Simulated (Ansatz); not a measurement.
Consider I3In.

```xyz
4

I    -3.4107   -1.5756    0.4595
I    -0.0617    0.0040    3.2694
I    -4.5100    1.0231    4.1535
In   -2.6608   -0.1829    2.6276
```

Geometry: B3LYP-D3(BJ)/def2-SVP; core potentials replace the inner electrons of I and In.

All numbers below come from Ansatz 0.2.0, isolated molecule in a Gaussian basis; Kohn-Sham density functional theory, functional PBE0.

**What will maps of the electron density and electron localisation function show?**

In–I (2.68 Å): ρ is about 0.45 e/Å³ halfway; the ELF peaks at about 0.65 in the valence shell of I, 1.2 Å from its nucleus, and drops to about 0.20 between the two atoms.

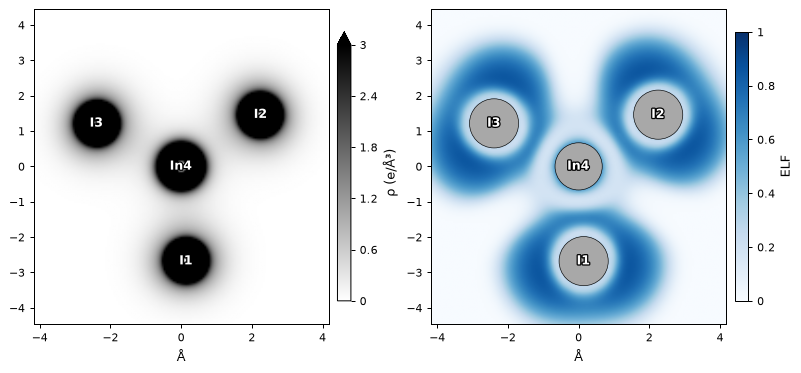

Computed electron density and electron localisation function on the molecular plane, in this order. Grey discs cover the atomic cores in the ELF map. 
